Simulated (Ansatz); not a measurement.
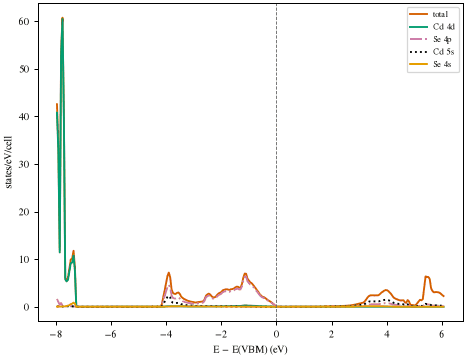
Figure. Total and projected density of states of CdSe (wurtzite, P6_3mc), plane-wave PAW r²SCAN (Ansatz code)

Q: Which orbitals carry the states next to the gap?

A: Top 1 eV of the valence band: Se 4p 91 %. Bottom 1 eV of the conduction band: Cd 5s 60 %, Se 4p 21 %, Se 4s 18 %. Projections are on Löwdin-orthogonalised atomic valence shells; empty p or d shells of many metals are not among them.

The cell was relaxed with r²SCAN under the symmetry of its start. Scalar-relativistic: spin–orbit coupling is off unless named, which matters more the heavier the elements.

Potentials: the earlier of the program's two PAW sets.
